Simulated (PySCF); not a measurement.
**[La(NH2)4]−: structure and properties**

What shape and bonds does [La(NH2)4]− have? It is relaxed from a template within its point group. It is a constructed species; whether it can be made isn't addressed.

Computed with PySCF 2.14.0. Level: TPSS, La lcecp-1-SVP with ECP46, N def2-SVP, H def2-SVP; scalar-relativistic core potentials, no spin–orbit coupling.

5 further runs of the same task are left out: 2 for a known fault of the program, 2 that didn't finish, 1 set aside as unsound or not needed.

## (1) The system as given

13 atoms, charge -1, spin multiplicity 1.

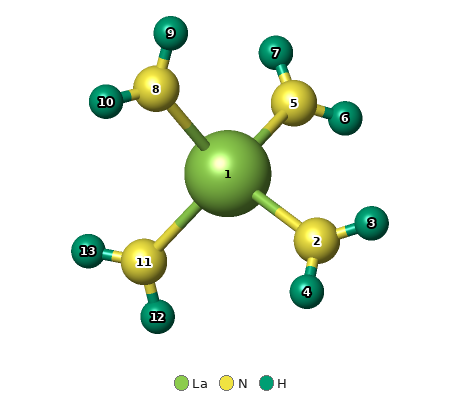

Start geometry, drawn with lanthanum green, nitrogen yellow, hydrogen teal; atoms are numbered from 1 in the order of the file.

Geometry (Å):

```xyz
13

La    0.0000    0.0000    0.0000
N     1.3614    1.3614    1.3614
H     1.7020    1.1151    2.2889
H     1.7020    2.2889    1.1151
N    -1.3614   -1.3614    1.3614
H    -1.7020   -1.1151    2.2889
H    -1.7020   -2.2889    1.1151
N     1.3614   -1.3614   -1.3614
H     1.7020   -2.2889   -1.1151
H     1.7020   -1.1151   -2.2889
N    -1.3614    1.3614   -1.3614
H    -1.7020    2.2889   -1.1151
H    -1.7020    1.1151   -2.2889
```

Formal oxidation states: La +3. The 4f shell is empty and lies in the core potential.

## (2) SCF at the start, singlet

run.py (the lines that set the calculation)

```python
mol = gto.M(atom='''
La     0.00000     0.00000     0.00000
N      1.36140     1.36140     1.36140
H      1.70200     1.11510     2.28890
H      1.70200     2.28890     1.11510
N     -1.36140    -1.36140     1.36140
H     -1.70200    -1.11510     2.28890
H     -1.70200    -2.28890     1.11510
N      1.36140    -1.36140    -1.36140
H      1.70200    -2.28890    -1.11510
H      1.70200    -1.11510    -2.28890
N     -1.36140     1.36140    -1.36140
H     -1.70200     2.28890    -1.11510
H     -1.70200     1.11510    -2.28890''',
    basis={'La': 'lcecp-1-SVP', 'N': 'def2-SVP', 'H': 'def2-SVP'},
    ecp={'La': 'lcecp-1-SVP'},
    charge=-1, spin=0)
mf = dft.RKS(mol, xc='TPSS')
mf.grids.atom_grid = (50, 194)  # f atoms: unpruned, at least (60, 302)
mf = mf.density_fit()  # fitting sets: La AutoAux, N def2-universal-JKFIT, H def2-universal-JKFIT
mf.conv_tol = 1e-08; mf.max_cycle = 55
mf.kernel(dm0)  # dm0: free metal ions and neutral atoms
```

Command:

```sh
OMP_NUM_THREADS=2 python run.py
```

Log:

```text
init E= -261.558645995874
  HOMO = 0.0109673506314868  LUMO = 0.101946583722864  gap/eV = 2.47567
cycle= 1 E= -255.170385764458  delta_E= 6.39  |g|= 0.996  |ddm|= 3.93
  HOMO = -0.0944306857052256  LUMO = 0.107187794954903  gap/eV = 5.48632
cycle= 2 E= -254.75618243564  delta_E= 0.414  |g|= 1.63  |ddm|= 2.17
  HOMO = 0.0284925584693206  LUMO = 0.118835772380493  gap/eV = 2.45836
cycle= 3 E= -255.383489541568  delta_E= -0.627  |g|= 0.188  |ddm|= 1.59
  HOMO = 0.00848723064493847  LUMO = 0.112243097290293  gap/eV = 2.82334
cycle= 4 E= -255.392353002977  delta_E= -0.00886  |g|= 0.0463  |ddm|= 0.403
  HOMO = 0.0106528896745409  LUMO = 0.11327776608811  gap/eV = 2.79257
cycle= 5 E= -255.39312633528  delta_E= -0.000773  |g|= 0.00437  |ddm|= 0.105
  HOMO = 0.010735878117981  LUMO = 0.113293063884978  gap/eV = 2.79072
cycle= 6 E= -255.393132413906  delta_E= -6.08e-06  |g|= 0.000465  |ddm|= 0.01
  HOMO = 0.0108046538847764  LUMO = 0.113327693397622  gap/eV = 2.78979
cycle= 7 E= -255.393132499244  delta_E= -8.53e-08  |g|= 5.4e-05  |ddm|= 0.00115
  HOMO = 0.0107985202794178  LUMO = 0.113325966393045  gap/eV = 2.78991
cycle= 8 E= -255.393132500465  delta_E= -1.22e-09  |g|= 5.33e-06  |ddm|= 0.000116
  HOMO = 0.0107977361192706  LUMO = 0.113325834998054  gap/eV = 2.78993
Extra cycle  E= -255.393132500462  delta_E= 3.75e-12  |g|= 6.63e-06  |ddm|= 1.38e-05
converged SCF energy = -255.393132500462
```

Wall time 8.5 s (2 threads of Arm Neoverse V1, shared host); peak memory 0.88 GiB.

Read off: E = -255.393133 Eh, HOMO 0.29 eV, LUMO 3.08 eV, Mulliken charge on La1 +0.65 e. The large-core potential holds the 4f shell empty. The highest filled level lies above zero; it isn't the detachment energy.

## (3) Relaxation, singlet

Steps are kept in the start's point group, D2d.

run.py (the lines that set the calculation), as its differences from that of step 2:

```diff
@@ -21,2 +21,3 @@
 mf.conv_tol = 1e-08; mf.max_cycle = 55
-mf.kernel(dm0)  # dm0: free metal ions and neutral atoms
+mf.kernel(dm0)  # dm0: an SCF of this state at this start
+# quasi-Newton relaxation in Cartesian coordinates to a largest gradient under 0.00045 Eh/bohr, steps kept in the point group
```

Command:

```sh
OMP_NUM_THREADS=2 python run.py
```

No log is kept here; the results follow.

It took 2.1 min on 2 threads of Arm Neoverse V1, shared host.

Relaxation path:

| step | energy from step 1 (eV) | largest force component (eV/Å) |
| --- | --- | --- |
| 1 | 0.0000 | 0.4126 |
| 2 | -0.1359 | 0.1513 |
| 3 | -0.1627 | 0.6194 |
| 4 | -0.1983 | 0.0834 |
| 5 | -0.2011 | 0.0344 |
| 6 | -0.2043 | 0.0271 |
| 7 | -0.2065 | 0.0420 |
| 8 | -0.2113 | 0.0442 |
| 9 | -0.2152 | 0.0312 |
| 10 | -0.2169 | 0.0096 |
| 11 | -0.2171 | 0.0052 |

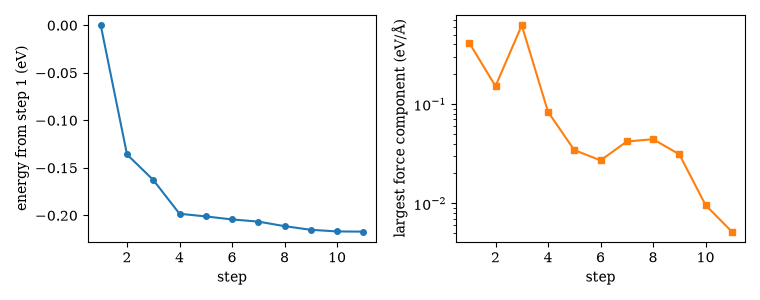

Energy and force, step by step.

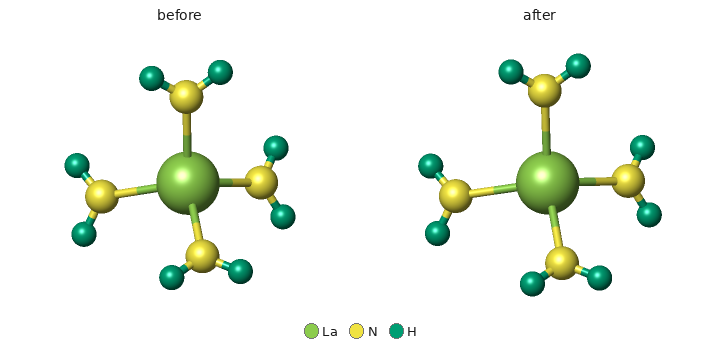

Before and after, at one scale.

Distances of close pairs at the start and the end, largest changes first:

| bond | before (Å) | after (Å) | change (Å) |
| --- | --- | --- | --- |
| La1–N2 | 2.358 | 2.410 | +0.052 |
| La1–N5 | 2.358 | 2.410 | +0.052 |
| La1–N8 | 2.358 | 2.410 | +0.052 |
| La1–N11 | 2.358 | 2.410 | +0.052 |
| N2–H3 | 1.018 | 1.031 | +0.013 |
| N2–H4 | 1.018 | 1.031 | +0.013 |
| N5–H6 | 1.018 | 1.031 | +0.013 |
| N5–H7 | 1.018 | 1.031 | +0.013 |

It ends in D2d at E = -255.401110 Eh.

| atom | x (Å) | y (Å) | z (Å) |
| --- | --- | --- | --- |
| La1 | 0.0000 | 0.0000 | 0.0000 |
| N2 | 1.2095 | 1.4742 | 1.4742 |
| H3 | 1.6274 | 1.2365 | 2.3866 |
| H4 | 1.6274 | 2.3866 | 1.2365 |
| N5 | -1.2095 | -1.4742 | 1.4742 |
| H6 | -1.6274 | -1.2365 | 2.3866 |
| H7 | -1.6274 | -2.3866 | 1.2365 |
| N8 | 1.2095 | -1.4742 | -1.4742 |
| H9 | 1.6274 | -2.3866 | -1.2365 |
| H10 | 1.6274 | -1.2365 | -2.3866 |
| N11 | -1.2095 | 1.4742 | -1.4742 |
| H12 | -1.6274 | 2.3866 | -1.2365 |
| H13 | -1.6274 | 1.2365 | -2.3866 |

## (4) Displaced along the imaginary mode

A run of the vibrations, not shown, found an unstable mode. Steps are kept in the start's point group, S4.

run.py (the lines that set the calculation)

```python
mol = gto.M(atom='''
La     0.00000     0.00000     0.00000
N      1.20951     1.47272     1.47572
H      1.41835     1.30949     2.50268
H      1.83639     2.27046     1.16346
N     -1.20951    -1.47572     1.47272
H     -1.83639    -1.16346     2.27046
H     -1.41835    -2.50268     1.30949
N      1.20951    -1.47272    -1.47572
H      1.83639    -2.27046    -1.16346
H      1.41835    -1.30949    -2.50268
N     -1.20951     1.47572    -1.47272
H     -1.41835     2.50268    -1.30949
H     -1.83639     1.16346    -2.27046''',
    basis={'La': 'lcecp-1-SVP', 'N': 'def2-SVP', 'H': 'def2-SVP'},
    ecp={'La': 'lcecp-1-SVP'},
    charge=-1, spin=0)
mf = dft.RKS(mol, xc='TPSS')
mf.grids.atom_grid = (50, 194)  # f atoms: unpruned, at least (60, 302)
mf = mf.density_fit()  # fitting sets: La AutoAux, N def2-universal-JKFIT, H def2-universal-JKFIT
mf.conv_tol = 1e-08; mf.max_cycle = 55
mf.kernel(dm0)  # dm0: an SCF of this state at this start
# quasi-Newton relaxation in Cartesian coordinates to a largest gradient under 0.00045 Eh/bohr, steps kept in the point group
```

Command:

```sh
OMP_NUM_THREADS=2 python run.py
```

The driver keeps no SCF log for this step, only its results.

It took 5.5 min on 2 threads of Arm Neoverse V1, shared host.

The steps of the relaxation:

| step | energy from step 1 (eV) | largest force component (eV/Å) |
| --- | --- | --- |
| 1 | 0.0000 | 1.0945 |
| 2 | -0.1590 | 0.0502 |
| 3 | -0.1636 | 0.0472 |
| 4 | -0.1714 | 0.2342 |
| 5 | -0.1796 | 0.1863 |
| 6 | -0.1958 | 0.2319 |
| 7 | -0.2017 | 0.2525 |
| 8 | -0.2101 | 0.2629 |
| 9 | -0.2180 | 0.1974 |
| 10 | -0.2238 | 0.2441 |
| 11 | -0.2275 | 0.1983 |
| 12 | -0.2296 | 0.1206 |
| 13 | -0.2328 | 0.0319 |
| 14 | -0.2348 | 0.0958 |
| 15 | -0.2368 | 0.0752 |
| 16 | -0.2406 | 0.0484 |
| 17 | -0.2410 | 0.0965 |
| 18 | -0.2417 | 0.0683 |
| 19 | -0.2419 | 0.1329 |
| 20 | -0.2419 | 0.1455 |
| 21 | -0.2432 | 0.0289 |
| 22 | -0.2436 | 0.0409 |
| 23 | -0.2443 | 0.0435 |
| 24 | -0.2453 | 0.0372 |
| 25 | -0.2454 | 0.0165 |
| 26 | -0.2455 | 0.0079 |
| 27 | -0.2455 | 0.0049 |

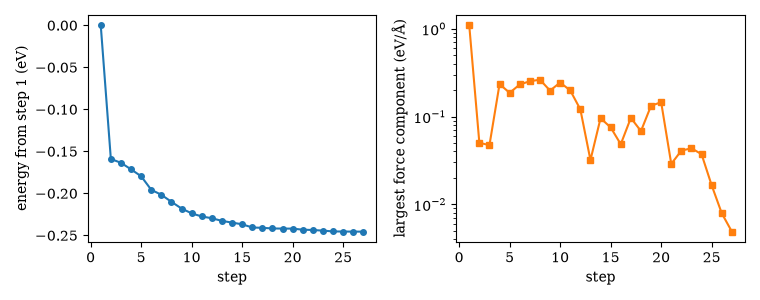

Energy and largest force along the relaxation.

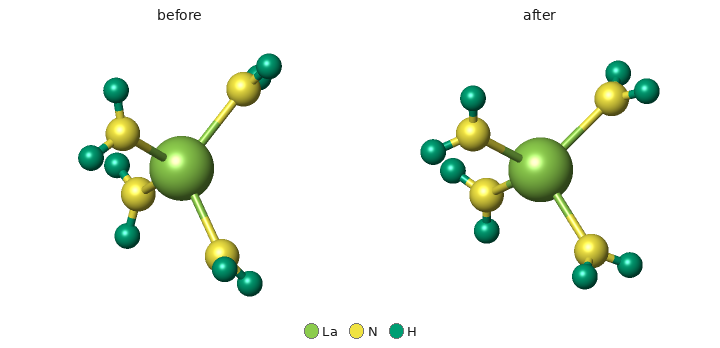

The geometry before (left) and after (right).

Close pairs (by a distance rule), those that changed most:

| bond | before (Å) | after (Å) | change (Å) |
| --- | --- | --- | --- |
| N5–H7 | 1.061 | 1.030 | -0.031 |
| N11–H12 | 1.061 | 1.030 | -0.031 |
| N2–H3 | 1.061 | 1.030 | -0.031 |
| N8–H10 | 1.061 | 1.030 | -0.031 |
| N2–H4 | 1.062 | 1.032 | -0.030 |
| N8–H9 | 1.062 | 1.032 | -0.030 |
| N5–H6 | 1.062 | 1.032 | -0.030 |
| N11–H13 | 1.062 | 1.032 | -0.030 |

It ends in S4 at E = -255.404920 Eh.

| atom | x (Å) | y (Å) | z (Å) |
| --- | --- | --- | --- |
| La1 | 0.00004 | 0.00000 | 0.00000 |
| N2 | 1.43944 | 1.31232 | 1.40773 |
| H3 | 1.43818 | 1.49651 | 2.42111 |
| H4 | 2.30842 | 1.75243 | 1.06752 |
| N5 | -1.43934 | -1.40771 | 1.31231 |
| H6 | -2.30828 | -1.06715 | 1.75269 |
| H7 | -1.43844 | -2.42099 | 1.49652 |
| N8 | 1.43944 | -1.31232 | -1.40773 |
| H9 | 2.30842 | -1.75243 | -1.06752 |
| H10 | 1.43818 | -1.49651 | -2.42111 |
| N11 | -1.43934 | 1.40771 | -1.31231 |
| H12 | -1.43844 | 2.42099 | -1.49652 |
| H13 | -2.30828 | 1.06715 | -1.75269 |

## (5) Charges, bond orders and levels

run.py (the lines that set the calculation)

```python
mol = gto.M(atom='''
La     0.00004     0.00000     0.00000
N      1.43944     1.31232     1.40773
H      1.43818     1.49651     2.42111
H      2.30842     1.75243     1.06752
N     -1.43934    -1.40771     1.31231
H     -2.30828    -1.06715     1.75269
H     -1.43844    -2.42099     1.49652
N      1.43944    -1.31232    -1.40773
H      2.30842    -1.75243    -1.06752
H      1.43818    -1.49651    -2.42111
N     -1.43934     1.40771    -1.31231
H     -1.43844     2.42099    -1.49652
H     -2.30828     1.06715    -1.75269''',
    basis={'La': 'lcecp-1-SVP', 'N': 'def2-SVP', 'H': 'def2-SVP'},
    ecp={'La': 'lcecp-1-SVP'},
    charge=-1, spin=0)
mf = dft.RKS(mol, xc='TPSS')
mf.grids.atom_grid = (75, 302)  # f atoms: unpruned, at least (60, 302)
mf = mf.density_fit()  # fitting sets: La AutoAux, N def2-universal-JKFIT, H def2-universal-JKFIT
mf.conv_tol = 1e-09; mf.max_cycle = 55
mf.kernel(dm0)  # dm0: the density of the relaxed state
```

Command:

```sh
OMP_NUM_THREADS=2 python run.py
```

Log:

```text
init E= -255.405034071142
  HOMO = 0.00355201771564679  LUMO = 0.112976990761609  gap/eV = 2.97761
cycle= 1 E= -255.405034124321  delta_E= -5.32e-08  |g|= 5.68e-05  |ddm|= 0.000528
  HOMO = 0.0035601476646185  LUMO = 0.112978359887091  gap/eV = 2.97742
cycle= 2 E= -255.405034122287  delta_E= 2.03e-09  |g|= 0.000108  |ddm|= 0.000177
  HOMO = 0.003552725582836  LUMO = 0.112978213821663  gap/eV = 2.97762
cycle= 3 E= -255.405034125129  delta_E= -2.84e-09  |g|= 1.66e-05  |ddm|= 0.000117
  HOMO = 0.00355317392153889  LUMO = 0.112978015217255  gap/eV = 2.97760
cycle= 4 E= -255.405034125195  delta_E= -6.56e-11  |g|= 2.41e-06  |ddm|= 1.87e-05
  HOMO = 0.00355323176647095  LUMO = 0.112978089638315  gap/eV = 2.97760
Extra cycle  E= -255.405034125194  delta_E= 4.55e-13  |g|= 2.76e-06  |ddm|= 9.16e-06
converged SCF energy = -255.405034125194
```

Run time: 73 s. Hardware: 2 threads of Arm Neoverse V1, shared host.

Result: E = -255.405034 Eh, HOMO 0.10 eV, LUMO 3.07 eV, Mulliken charge on La1 +0.64 e, largest force component 0.005 eV/Å. The large-core potential holds the 4f shell empty. The highest filled level lies above zero; it isn't the detachment energy.

Löwdin charges:

La1 0.26; N2 -0.38; H3 0.03; H4 0.03; N5 -0.38; H6 0.03; H7 0.03; N8 -0.38; H9 0.03; H10 0.03; N11 -0.38; H12 0.03; H13 0.03

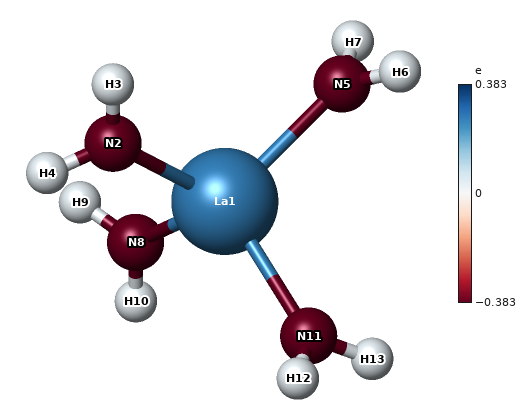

Löwdin charges, as colours on the atoms.

Mulliken charges: La1 +0.64, N2 -0.54, H3 +0.06, H4 +0.07, N5 -0.54, H6 +0.07, H7 +0.06, N8 -0.54, H9 +0.07, H10 +0.06, N11 -0.54, H12 +0.06, H13 +0.07 e.

Contacts (the nearest donor of each ligand) and Mayer bond orders:

| contact | distance (Å) | bond order |
| --- | --- | --- |
| La1–N2 (NH2) | 2.403 | 0.96 |
| La1–N5 (NH2) | 2.403 | 0.96 |
| La1–N8 (NH2) | 2.403 | 0.96 |
| La1–N11 (NH2) | 2.403 | 0.96 |

Mulliken populations of La1 outside the core potential: s 2.22, p 6.44, d 1.64, f 0.06.

Orbitals, density, ELF and potential are computed afterwards from the orbital file.

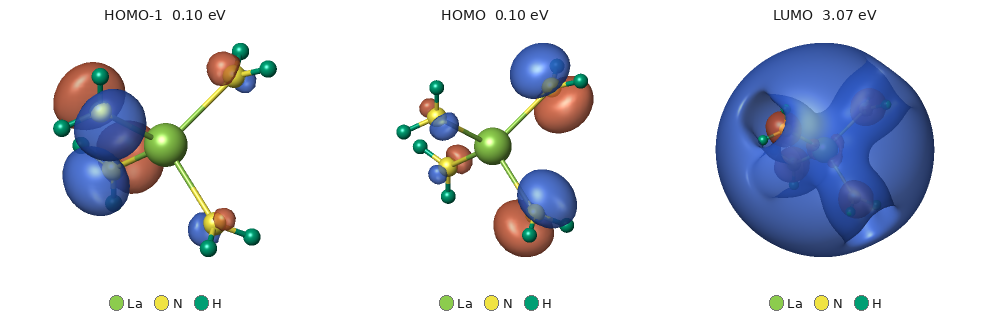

TPSS orbitals near the gap, drawn at the value that encloses 70 % of each; the two colours are the two signs.

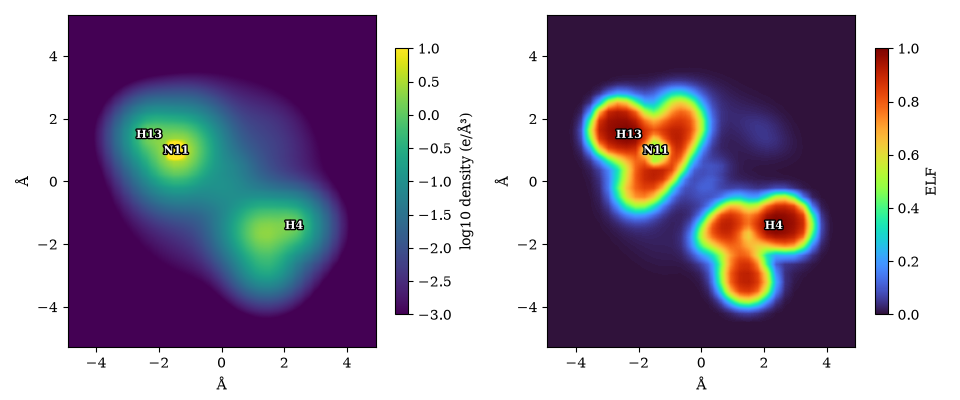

Density (left) and ELF (right) in a plane through or near 3 of the atoms.

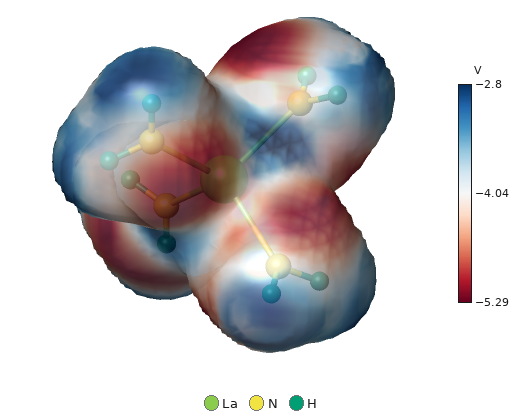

Electrostatic potential on the surface of density 0.002 e/bohr³; red is low, blue high. It runs, from the 1st to the 99th percentile, from -5.29 V near N5 to -2.80 V near La1.

## (6) Results

| quantity | value |
| --- | --- |
| state and point group | singlet, S4 |
| metal–ligand contacts | 2.40 Å |
| frontier levels | HOMO 0.10 eV, LUMO 3.07 eV |
| dipole about the centre of mass | 0.00 D |
| mean polarisability | 14.5 Å³ |

**Reading.** The metal carries +0.26 e by Löwdin's partition against a formal +3, and bond orders to the nearest donors reach 0.96. Both measures hang on the basis. Leaving the first, D2d structure gained 0.10 eV and gave S4. No vibrations are shown for the final structure, so this session doesn't show it to be a minimum. One start shape was tried, so another isomer may lie lower. The bases are small and lack diffuse functions. Spin–orbit coupling is left out.
